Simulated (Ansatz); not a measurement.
# Al₂S+ (quartet): correlated methods under varied settings

Aim: run Al₂S+ (quartet) at one geometry under a spread of methods and options, and see what each costs and gives.

Program: Ansatz 0.2.0, Gaussian basis. Level of theory: the settings change from run to run. These are calculated values, not measurements.

35 further runs of the same task are left out: 11 for a known fault of the program, 11 that didn't finish, 13 set aside as unsound or not needed. Runs told in other sessions of the task aren't counted.

## 1. The system

The geometry is a PBE0/def2-TZVP stationary point (not a proven minimum) of the parent state, kept for this charge and spin.

3 atoms, charge 1, spin multiplicity 4.

Atoms are counted from 1 here; the program's logs count them from 0.

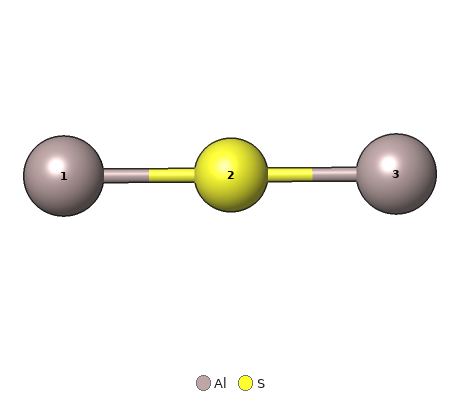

The structure; aluminium light grey, sulfur yellow; atoms are numbered from 1 in the order of the file.

Coordinates:

```csv
atom,x (Å),y (Å),z (Å)
Al1,0.0000,0.0000,2.1847
S2,0.0000,0.0000,-0.0096
Al3,0.0000,0.0000,-2.1751
```

## 2. HF (UHF)/cc-pVDZ

in.yaml reads:

```yaml
crystal:
  periodic: [false, false, false]
  atoms:
    - {symbol: Al, position_ang: [0.000000, 0.000000, 2.184700]}
    - {symbol: S, position_ang: [0.000000, 0.000000, -0.009600]}
    - {symbol: Al, position_ang: [0.000000, 0.000000, -2.175100]}
basis:
  gaussian: {orbitals: cc-pVDZ}
total_charge: 1
magnetization: {spin_polarized: true, initial_magnetization: 3}
hamiltonian: {xc: hf}
output: {forces: true, orbitals: {seedname: orbitals}}
```

Command:

```console
$ ansatz run in.yaml --threads 1 --pin off --events-out ev --progress --plain --max-ram 2393MiB
```

What it wrote:

```text
Functional definition: HF
  name "HF"
  cite "Fock, Z. Phys. 61, 126 (1930) doi:10.1007/BF01340294"
  parent pbe
  exchange = exact_x
  correlation = 0
556 factors; integrals over basis functions are off by at most 5.6e-4 eV
mean field evaluation 1: about -23970.6600 eV, gradient 2.2e1 eV
mean field evaluation 2: about -23970.6721 eV, gradient 2.2e1 eV
mean field evaluation 4: about -23975.0206 eV, gradient 2.5e0 eV
mean field evaluation 8: about -23975.2486 eV, gradient 2.4e-1 eV
mean field evaluation 16: about -23975.2669 eV, gradient 1.2e-1 eV
mean field evaluation 32: about -23975.2674 eV, gradient 1.2e-5 eV
mean field evaluation 64: about -23974.3941 eV, gradient 6.0e0 eV
mean field evaluation 96: about -23975.2321 eV, gradient 1.6e-1 eV
mean field evaluation 128: about -23974.5927 eV, gradient 3.8e-1 eV
mean field evaluation 160: about -23975.2647 eV, gradient 8.7e-2 eV
mean field evaluation 192: about -23975.2674 eV, gradient 2.6e-2 eV
mean field evaluation 224: about -23974.5435 eV, gradient 5.9e-2 eV
mean field -23975.26744923 eV, -881.0748277393 hartree, gradient 9.0e-6 eV, S^2 3.808095; 8 other end points of the search recorded, 0 dependent functions left out
the calculation of the forces begins
reference -23975.26744923 eV, -881.0748277393 hartree; 22, 19 occupied and 32, 35 virtual orbitals, 556 factors
Total energy: -23975.26744923 eV, -881.0748277393 hartree
Atom 0 at     0.000000     0.000000     2.184700 Å, force    -0.000000     0.000000     0.182434 eV/Å
Atom 1 at     0.000000     0.000000    -0.009600 Å, force     0.000000    -0.000000    -1.880450 eV/Å
Atom 2 at     0.000000     0.000000    -2.175100 Å, force    -0.000000    -0.000000     1.698017 eV/Å
Dipole moment:     0.000000    -0.000000    -0.665620 e Å
```

It took 4.3 s on 1 thread of Arm Neoverse V1, shared host.

From the report: ⟨S²⟩ of the determinant 3.808 (pure quartet: 3.75).

## 3. CCSD on ROHF/STO-3G

in.yaml reads:

```yaml
crystal:
  periodic: [false, false, false]
  atoms:
    - {symbol: Al, position_ang: [0.000000, 0.000000, 2.184700]}
    - {symbol: S, position_ang: [0.000000, 0.000000, -0.009600]}
    - {symbol: Al, position_ang: [0.000000, 0.000000, -2.175100]}
basis:
  gaussian: {orbitals: STO-3G}
total_charge: 1
magnetization: {spin_polarized: false, initial_magnetization: 3}
correlation: {method: ccsd, electrons: all, diis_vectors: 2}
scf: {lower_state_search: off}
```

Same command.

What it wrote, shortened:

```text
Functional definition: HF
  name "HF"
  cite "Fock, Z. Phys. 61, 126 (1930) doi:10.1007/BF01340294"
  parent pbe
[...]
283 factors; integrals over basis functions are off by at most 7.9e-6 eV
[...]
mean field -23699.97023302 eV, -870.9578416467 hartree, gradient 4.3e-6 eV, S^2 3.750000; 0 other end points of the search recorded, 0 dependent functions left out
reference -23699.97023302 eV, -870.9578416467 hartree; 22, 19 occupied and 5, 8 virtual orbitals, 283 factors
second order -1.29548552 eV of doubles, -0.01490516 eV of singles
cycle   1  -1.59924116 eV  change   -2.9e-1 eV  update   6.8e-2
[...]
cycle  49  -1.87874570 eV  change   -2.1e-5 eV  update   3.0e-5
Total energy: -23701.84897872 eV, -871.0268842775 hartree
Checks for a lower state left out: stability, starts, cluster_reference, orbital_swaps, neighbouring_geometries, increment
```

It took 1.5 s on 1 thread of Arm Neoverse V1, shared host.

From the report: correlation -1.8787 eV; T1 0.014; largest double amplitude 0.19.

## 4. MP2 on ROHF/6-31G

Edit in.yaml of step 3 so:

```diff
@@ -7,6 +7,5 @@
 basis:
-  gaussian: {orbitals: STO-3G}
+  gaussian: {orbitals: 6-31G}
 total_charge: 1
 magnetization: {spin_polarized: false, initial_magnetization: 3}
-correlation: {method: ccsd, electrons: all, diis_vectors: 2}
-scf: {lower_state_search: off}
+correlation: {method: mp2, electrons: outside_noble_gas}
```

Launched as before.

What it wrote, shortened:

```text
Functional definition: HF
  name "HF"
  cite "Fock, Z. Phys. 61, 126 (1930) doi:10.1007/BF01340294"
  parent pbe
[...]
416 factors; integrals over basis functions are off by at most 1.0e-4 eV
[...]
mean field -23972.87106010 eV, -880.9867620630 hartree, gradient 1.4e-6 eV, S^2 3.750000; 11 other end points of the search recorded, 0 dependent functions left out
[...]
15 core orbitals not correlated: weight in the atoms' cores, before any rotation towards them, 1.000 or more for the frozen orbitals, at most 0.000 for the correlated occupied ones
reference -23972.87106010 eV, -880.9867620630 hartree; 7, 4 occupied and 17, 20 virtual orbitals, 416 factors
second order -1.98497484 eV of doubles, -0.03995275 eV of singles
Total energy: -23974.89598769 eV, -881.0611767795 hartree
```

It took 3.8 s on 1 thread of Arm Neoverse V1, shared host.

## 5. CCSD/cc-pVDZ

in.yaml reads:

```yaml
crystal:
  periodic: [false, false, false]
  atoms:
    - {symbol: Al, position_ang: [0.000000, 0.000000, 2.184700]}
    - {symbol: S, position_ang: [0.000000, 0.000000, -0.009600]}
    - {symbol: Al, position_ang: [0.000000, 0.000000, -2.175100]}
basis:
  gaussian: {orbitals: cc-pVDZ}
total_charge: 1
magnetization: {spin_polarized: true, initial_magnetization: 3}
hamiltonian: {xc: {name: PBE}}
correlation: {method: ccsd, electrons: outside_noble_gas}
```

Same command.

What it wrote, shortened:

```text
Functional definition: PBE
  name "PBE"
  cite "Perdew, Burke & Ernzerhof, Phys. Rev. Lett. 77, 3865 (1996) doi:10.1103/PhysRevLett.77.3865"
  parent pbe
[...]
556 factors; integrals over basis functions are off by at most 5.6e-4 eV
[...]
mean field -24007.42702249 eV, -882.2566702582 hartree, gradient 8.2e-7 eV, S^2 3.764807; 12 other end points of the search recorded, 0 dependent functions left out
15 core orbitals not correlated: weight in the atoms' cores, before any rotation towards them, 1.000 or more for the frozen orbitals, at most 0.000 for the correlated occupied ones
reference -23974.51891551 eV, -881.0473196324 hartree; 7, 4 occupied and 32, 35 virtual orbitals, 556 factors
second order -5.42319245 eV of doubles, -0.32188079 eV of singles
cycle   1  -5.72298967 eV  change   -3.9e-1 eV  update   6.7e-2
[...]
cycle  14  -5.94961417 eV  change   -1.8e-6 eV  update   2.2e-6
WARN: these amplitudes may be one of several solutions (largest doubles amplitude 0.08, level shift 1.66 eV)
Total energy: -23980.46852968 eV, -881.2659639203 hartree
```

Wall time 17 s (1 thread of Arm Neoverse V1, shared host).

From the report: ⟨S²⟩ of the determinant 3.765 (pure quartet: 3.75); correlation -5.9496 eV; T1 0.025; largest double amplitude 0.08. The orbitals are Kohn-Sham ones, so correlation energy and T1 don't compare with those on Hartree-Fock orbitals. The report flags that the cluster equations may have other roots.

## 6. HF (UHF)/def2-SVP

Edit in.yaml of step 5 so:

```diff
@@ -7,6 +7,7 @@
 basis:
-  gaussian: {orbitals: cc-pVDZ}
+  gaussian: {orbitals: def2-SVP}
 total_charge: 1
 magnetization: {spin_polarized: true, initial_magnetization: 3}
-hamiltonian: {xc: {name: PBE}}
-correlation: {method: ccsd, electrons: outside_noble_gas}
+hamiltonian: {xc: hf}
+scf: {lower_state_search: off}
+output: {orbitals: {seedname: orbitals}}
```

Launched as before.

What it wrote:

```text
Functional definition: HF
  name "HF"
  cite "Fock, Z. Phys. 61, 126 (1930) doi:10.1007/BF01340294"
  parent pbe
  exchange = exact_x
  correlation = 0
these checks for a lower state are left out or cut short: stability, starts, cluster_reference, orbital_swaps, neighbouring_geometries, increment
474 factors; integrals over basis functions are off by at most 1.2e-3 eV
mean field evaluation 1: about -23963.3657 eV, gradient 2.1e1 eV
mean field evaluation 2: about -23963.4553 eV, gradient 2.1e1 eV
mean field evaluation 4: about -23967.2954 eV, gradient 2.4e0 eV
mean field evaluation 8: about -23967.5223 eV, gradient 1.9e-1 eV
mean field evaluation 16: about -23967.5330 eV, gradient 7.4e-5 eV
mean field -23967.53296123 eV, -880.7905905478 hartree, gradient 4.1e-6 eV, S^2 3.815931; 0 other end points of the search recorded, 0 dependent functions left out
reference -23967.53296123 eV, -880.7905905478 hartree; 22, 19 occupied and 32, 35 virtual orbitals, 474 factors
Total energy: -23967.53296123 eV, -880.7905905478 hartree
Checks for a lower state left out: stability, starts, cluster_reference, orbital_swaps, neighbouring_geometries, increment
```

Wall time 0.39 s (1 thread of Arm Neoverse V1, shared host).

From the report: ⟨S²⟩ of the determinant 3.816 (pure quartet: 3.75).

## 7. MP2 on UHF/cc-pVDZ

in.yaml reads:

```yaml
crystal:
  periodic: [false, false, false]
  atoms:
    - {symbol: Al, position_ang: [0.000000, 0.000000, 2.184700]}
    - {symbol: S, position_ang: [0.000000, 0.000000, -0.009600]}
    - {symbol: Al, position_ang: [0.000000, 0.000000, -2.175100]}
basis:
  gaussian: {orbitals: cc-pVDZ, fitting: {mean_field: def2-universal-jkfit}}
total_charge: 1
magnetization: {spin_polarized: true, initial_magnetization: 3}
hamiltonian: {pseudopotentials: {relativity: none}}
correlation: {method: mp2, electrons: outside_noble_gas}
accuracy: high
output: {forces: true}
```

The command is unchanged.

What it wrote, shortened:

```text
Functional definition: HF
  name "HF"
  cite "Fock, Z. Phys. 61, 126 (1930) doi:10.1007/BF01340294"
  parent pbe
[...]
384 factors; integrals over basis functions are off by at most 5.1e-2 eV
[...]
mean field -23975.26659849 eV, -881.0747964752 hartree, gradient 4.7e-8 eV, S^2 3.808091; 13 other end points of the search recorded, 0 dependent functions left out
15 core orbitals not correlated: weight in the atoms' cores, before any rotation towards them, 1.000 or more for the frozen orbitals, at most 0.000 for the correlated occupied ones
reference -23975.26659849 eV, -881.0747964752 hartree; 7, 4 occupied and 32, 35 virtual orbitals, 384 factors
second order -4.82903622 eV of doubles, -0.00000000 eV of singles
[...]
Total energy: -23980.09563471 eV, -881.2522602830 hartree
Atom 0 at     0.000000     0.000000     2.184700 Å, force     0.000000    -0.000000    -0.828915 eV/Å
Atom 1 at     0.000000     0.000000    -0.009600 Å, force    -0.000000     0.000000     0.144587 eV/Å
Atom 2 at     0.000000     0.000000    -2.175100 Å, force    -0.000000    -0.000000     0.684328 eV/Å
Dipole moment:     0.000000     0.000000    -0.045134 e Å
```

Run time: 5.5 s. Hardware: 1 thread of Arm Neoverse V1, shared host.

From the report: ⟨S²⟩ of the determinant 3.808 (pure quartet: 3.75).

## 8. CCSD(T) on ROHF/6-31G

in.yaml reads:

```yaml
crystal:
  periodic: [false, false, false]
  atoms:
    - {symbol: Al, position_ang: [0.000000, 0.000000, 2.184700]}
    - {symbol: S, position_ang: [0.000000, 0.000000, -0.009600]}
    - {symbol: Al, position_ang: [0.000000, 0.000000, -2.175100]}
basis:
  gaussian: {orbitals: 6-31G}
total_charge: 1
magnetization: {spin_polarized: false, initial_magnetization: 3}
hamiltonian: {pseudopotentials: {relativity: scalar}}
correlation: {method: ccsd_t, electrons: outside_noble_gas}
```

Launched as before.

What it wrote, shortened:

```text
Functional definition: HF
  name "HF"
  cite "Fock, Z. Phys. 61, 126 (1930) doi:10.1007/BF01340294"
  parent pbe
[...]
416 factors; integrals over basis functions are off by at most 1.0e-4 eV
[...]
mean field -24020.67335418 eV, -882.7434639691 hartree, gradient 3.3e-6 eV, S^2 3.750000; 16 other end points of the search recorded, 0 dependent functions left out
[...]
determinant -24020.67335418 eV, -882.7434639691 hartree, with singles and doubles -24023.27090584 eV, -882.8389222319 hartree
determinant -24020.59378559 eV, -882.7405398770 hartree, with singles and doubles -24023.27209210 eV, -882.8389658259 hartree
determinant -24020.54547036 eV, -882.7387643254 hartree, with singles and doubles -24023.29968286 eV, -882.8399797679 hartree
determinant -24020.12229068 eV, -882.7232127590 hartree, with singles and doubles -24022.50279725 eV, -882.8106947618 hartree
[...]
determinant -24020.67335418 eV, -882.7434639691 hartree, with singles and doubles -24023.27781776 eV, -882.8391762401 hartree
determinant -24020.59378559 eV, -882.7405398770 hartree, with singles and doubles -24023.27720588 eV, -882.8391537540 hartree
determinant -24020.54547036 eV, -882.7387643254 hartree, with singles and doubles -24023.30066797 eV, -882.8400159699 hartree
15 core orbitals not correlated: weight in the atoms' cores, before any rotation towards them, 1.000 or more for the frozen orbitals, at most 0.000 for the correlated occupied ones
reference -24020.54547036 eV, -882.7387643254 hartree; 7, 4 occupied and 17, 20 virtual orbitals, 416 factors
second order -2.14503018 eV of doubles, -0.08997813 eV of singles
cycle   1  -2.39357436 eV  change   -4.2e-1 eV  update   9.0e-2
[...]
cycle  14  -2.75519751 eV  change   -8.3e-7 eV  update   3.4e-6
perturbative correction -0.12641940 eV, -0.0046458272 hartree
WARN: these amplitudes may be one of several solutions (largest doubles amplitude 0.11, level shift 2.43 eV)
Total energy: -24023.42708727 eV, -882.8446617933 hartree
Relativity: scalar
```

Run time: 8.5 s. Hardware: 1 thread of Arm Neoverse V1, shared host.

From the report: correlation -2.8816 eV; T1 0.046; largest double amplitude 0.11. The report flags that the cluster equations may have other roots.

## 9. CCSD(T) on ROHF/cc-pVDZ

in.yaml reads:

```yaml
crystal:
  periodic: [false, false, false]
  atoms:
    - {symbol: Al, position_ang: [0.000000, 0.000000, 2.184700]}
    - {symbol: S, position_ang: [0.000000, 0.000000, -0.009600]}
    - {symbol: Al, position_ang: [0.000000, 0.000000, -2.175100]}
basis:
  gaussian: {orbitals: cc-pVDZ}
total_charge: 1
magnetization: {spin_polarized: false, initial_magnetization: 3}
correlation: {method: ccsd_t, electrons: outside_noble_gas, diis_vectors: 1}
accuracy: high
scf: {omitted_lower_state_checks: [cluster_reference]}
```

Same command.

What it wrote, shortened:

```text
Functional definition: HF
  name "HF"
  cite "Fock, Z. Phys. 61, 126 (1930) doi:10.1007/BF01340294"
  parent pbe
[...]
1074 factors; integrals over basis functions are off by at most 3.8e-9 eV
[...]
mean field -23975.16786169 eV, -881.0711679645 hartree, gradient 3.2e-8 eV, S^2 3.750000; 11 other end points of the search recorded, 0 dependent functions left out
15 core orbitals not correlated: weight in the atoms' cores, before any rotation towards them, 1.000 or more for the frozen orbitals, at most 0.000 for the correlated occupied ones
reference -23975.16786169 eV, -881.0711679645 hartree; 7, 4 occupied and 32, 35 virtual orbitals, 1074 factors
second order -4.80460310 eV of doubles, -0.03681021 eV of singles
cycle   1  -5.12662739 eV  change   -2.8e-1 eV  update   1.0e-1
[...]
cycle  60  -5.50873340 eV  change  -7.5e-10 eV  update  6.4e-10
perturbative correction -0.28433680 eV, -0.0104491845 hartree
Total energy: -23980.96093189 eV, -881.2840593676 hartree
Checks for a lower state left out: cluster_reference
```

It took 8 s on 1 thread of Arm Neoverse V1, shared host.

From the report: correlation -5.7931 eV; T1 0.082; largest double amplitude 0.08.

## 10. BCCD(T) on ROHF/def2-mTZVP

in.yaml reads:

```yaml
crystal:
  periodic: [false, false, false]
  atoms:
    - {symbol: Al, position_ang: [0.000000, 0.000000, 2.184700]}
    - {symbol: S, position_ang: [0.000000, 0.000000, -0.009600]}
    - {symbol: Al, position_ang: [0.000000, 0.000000, -2.175100]}
basis:
  gaussian: {orbitals: def2-mTZVP}
total_charge: 1
magnetization: {spin_polarized: false, initial_magnetization: 3}
correlation: {method: bccd_t, electrons: outside_noble_gas}
```

Launched as before.

What it wrote, shortened:

```text
Functional definition: HF
  name "HF"
  cite "Fock, Z. Phys. 61, 126 (1930) doi:10.1007/BF01340294"
  parent pbe
[...]
576 factors; integrals over basis functions are off by at most 1.1e-3 eV
[...]
mean field -23975.26350523 eV, -881.0746827999 hartree, gradient 1.2e-6 eV, S^2 3.750000; 16 other end points of the search recorded, 0 dependent functions left out
[...]
determinant -23975.26350523 eV, -881.0746827999 hartree, with singles and doubles -23980.59421073 eV, -881.2705826137 hartree
determinant -23975.17598157 eV, -881.0714663646 hartree, with singles and doubles -23980.58798252 eV, -881.2703537311 hartree
determinant -23975.13501527 eV, -881.0699608810 hartree, with singles and doubles -23980.62298525 eV, -881.2716400578 hartree
determinant -23974.63498706 eV, -881.0515851831 hartree, with singles and doubles -23979.92764792 eV, -881.2460868825 hartree
[...]
determinant -23975.26350523 eV, -881.0746827999 hartree, with singles and doubles -23980.60919136 eV, -881.2711331419 hartree
determinant -23975.17598157 eV, -881.0714663646 hartree, with singles and doubles -23980.60322201 eV, -881.2709137722 hartree
determinant -23975.13501527 eV, -881.0699608810 hartree, with singles and doubles -23980.62443966 eV, -881.2716935066 hartree
15 core orbitals not correlated: weight in the atoms' cores, before any rotation towards them, 1.000 or more for the frozen orbitals, at most 0.000 for the correlated occupied ones
reference -23975.13501527 eV, -881.0699608810 hartree; 7, 4 occupied and 44, 47 virtual orbitals, 576 factors
second order -4.86415596 eV of doubles, -0.08462238 eV of singles
cycle   1  -5.48354324 eV  change    5.9e-3 eV  update   1.7e-2
[...]
cycle  13  -5.47927988 eV  change    6.3e-7 eV  update   3.0e-6
perturbative correction -0.28183415 eV, -0.0103572141 hartree
WARN: these amplitudes may be one of several solutions (largest doubles amplitude 0.09, level shift 2.13 eV)
Total energy: -23980.89612930 eV, -881.2816779167 hartree
```

Wall time 34 s (1 thread of Arm Neoverse V1, shared host).

From the report: correlation -5.7611 eV; largest double amplitude 0.09. The report flags that the cluster equations may have other roots.

## 11. The runs in one table

Where basis and cores are those of an earlier UCCSDT(Q)/cc-pVDZ run (-23981.0432 eV), and the records show the same count of frozen orbitals and kind of state, the miss against it is given; a blank cell means that this couldn't be shown. † marks a result that the program doubts.

| level | correlated | functions | energy (eV) | from UCCSDT(Q) (meV) | time |
| --- | --- | --- | --- | --- | --- |
| HF (UHF)/cc-pVDZ |  | 54 | -23975.2674 | 5775.7 | 4.3 s |
| CCSD on ROHF/STO-3G | all | 27 | -23701.8490 |  | 1.5 s |
| MP2 on ROHF/6-31G | outside noble gas | 39 | -23974.8960 |  | 3.8 s |
| CCSD/cc-pVDZ (on PBE orbitals) † | outside noble gas | 54 | -23980.4685 | 574.6 | 17 s |
| HF (UHF)/def2-SVP |  | 54 | -23967.5330 |  | 0.39 s |
| MP2 on UHF/cc-pVDZ | outside noble gas | 54 | -23980.0956 |  | 5.5 s |
| CCSD(T) on ROHF/6-31G (relativity set) † | outside noble gas | 39 | -24023.4271 |  | 8.5 s |
| CCSD(T) on ROHF/cc-pVDZ | outside noble gas | 54 | -23980.9609 | 82.2 | 8 s |
| BCCD(T) on ROHF/def2-mTZVP † | outside noble gas | 66 | -23980.8961 |  | 34 s |

## 12. Outcome

| quantity | value |
| --- | --- |
| runs | 9 |
| quickest | HF (UHF)/def2-SVP, 0.39 s |
| slowest | BCCD(T) on ROHF/def2-mTZVP †, 34 s |

In words: Total energies in different bases, with other cores or another treatment of relativity can't be set against each other. BCCD(T) on ROHF/def2-mTZVP † took 87 times as long as HF (UHF)/def2-SVP; the jobs differ in more than the method. Among the correlated runs with a miss given, it spans +82 to +575 meV. Hartree-Fock, CASSCF and CASCI lack dynamic correlation by design. Cores frozen from Kohn-Sham orbitals shift the total energy.
